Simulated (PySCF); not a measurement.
**Cl$_{3}$HOZr, SMILES `O[Zr](Cl)(Cl)Cl`: what the electrons do**

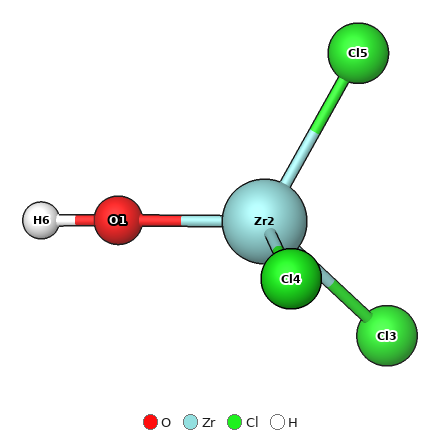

The molecule, with its atoms numbered as below. No frequency check shows the geometry to be a minimum.

Coordinates in Å:

```
O1      -0.0224    0.0020    2.1607
Zr2     -0.0014    0.0001    0.3400
Cl3     -1.3526    1.5037   -0.6770
Cl4     -0.6186   -1.9284   -0.6700
Cl5      1.9874    0.4233   -0.6534
H6      -0.0422    0.0029    3.1200
```

Part 1: Bonding charge

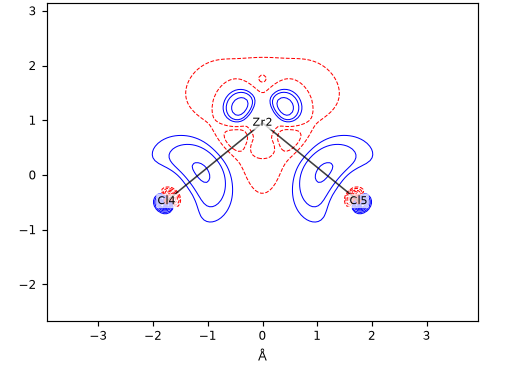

Deformation density (molecule less spherical, spin-averaged free atoms) in the plane of Zr2, Cl4 and Cl5; contours at ±0.05 to ±0.8 e/Å³; solid blue lines: gain, dashed red lines: loss.

PySCF calculation, ωB97X/def2-TZVP, gas phase; geometry: GFN2-xTB. Core potentials replace the inner electrons of Zr; spin–orbit coupling isn't included. This is a single-reference result, which may miss multireference character in this system.

Q: Describe the bonding that the map shows.

A: Zr2–Cl4 and Zr2–Cl5: +0.11 e/Å³ at the bond critical point (bond length 2.26 Å, Mayer order 1.1). In all, 1.5 electrons gather in the regions of gain relative to the promolecule. A small or negative value marks a very polar bond, one between electron-rich atoms, whose free-atom densities already overlap strongly, a long bond to a heavier atom, or a closed-shell contact such as a hydrogen bond.

Q: Where do the Hirshfeld charges lie?

A: The highest Hirshfeld charge is on Zr2 (+0.69 e), the lowest on O1 (−0.35 e).

Part 2: Local ionisation energy

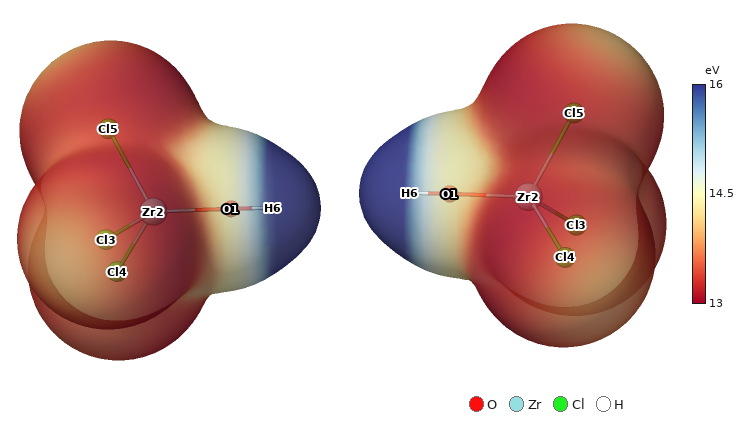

Average local ionisation energy on the surface of electron density 0.001 a.u. (back view left, front view right).

Q: Where are the most loosely bound electrons on this surface?

A: The lowest value is 13.1 eV, 2.1 Å from Cl3, and at like points elsewhere. Further minima include 13.2 eV, 2.1 Å from Cl3, and at like points elsewhere. For comparison, the highest occupied orbital lies at −11.5 eV.

Part 3: In an electric field

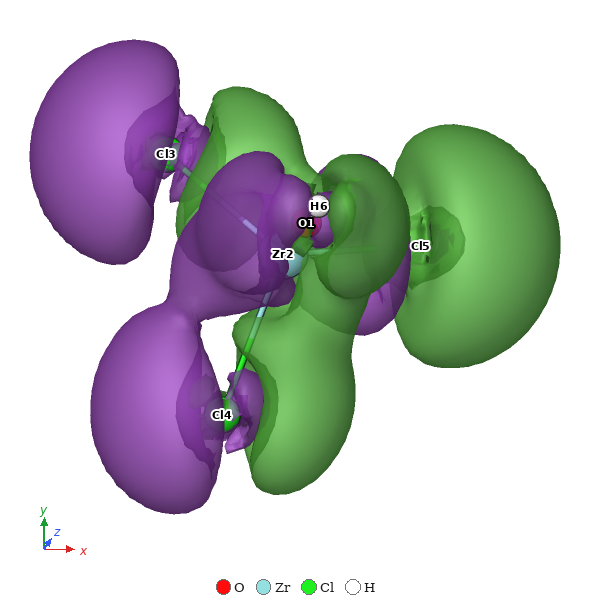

Change of the electron density in a uniform field of 0.21 V/Å, surfaces at ±0.0008 e/Å³ (purple: gain, green: loss).

Level of theory: ωB97X/def2-TZVP (PySCF), at a geometry from GFN2-xTB. Core potentials replace the inner electrons of Zr; spin–orbit coupling isn't included. This is a single-reference result, which may miss multireference character in this system. A basis without diffuse functions makes polarisabilities too small.

Q: Along which Cartesian direction does the field point?

A: Along +x: electrons gather on the −x side, against the field.

Q: How large is the response?

A: The induced dipole is 0.76 D (along the field); α along this axis, from the fields in both directions, is 75 bohr³ (11.0 Å³).

Q: Which atoms gain and lose the most charge?

A: Electrons gather most on Cl3 (Hirshfeld charge changes by −0.015 e) and leave Cl5 most (+0.022 e); 0.061 electrons are displaced in all.

Part 4: Removing or adding an electron

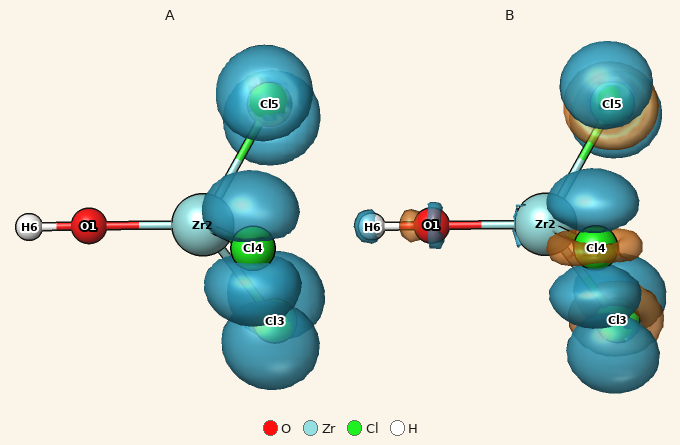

The Fukui function f⁻ from two separate SCF calculations and the density of the HOMO, at ±0.03 e/Å³ (light blue positive, orange negative).

Computed with PySCF, ωB97X/def2-TZVP, geometry: GFN2-xTB. Core potentials replace the inner electrons of Zr; spin–orbit coupling isn't included. This is a single-reference result, which may miss multireference character in this system.

Q: Which panel is which, and how good is the frozen-orbital picture?

A: B is f⁻ (it has negative regions), A the HOMO density. The HOMO lies on Cl3, Cl4 and Cl5 (31 % each) and Zr2 (6 %); f⁻ (Hirshfeld-condensed) is largest on Cl3, Cl4 and Cl5 (0.28 each); the vertical ionisation energy is 11.54 eV (the stability of the cation's solution wasn't checked). Relaxation shifts 11 % of the electron between atoms. The orbital energy is −11.48 eV.

The PySCF runs shown took 31 s, 78 s and 94 s on 1 thread of Arm Neoverse V2, on a shared host.
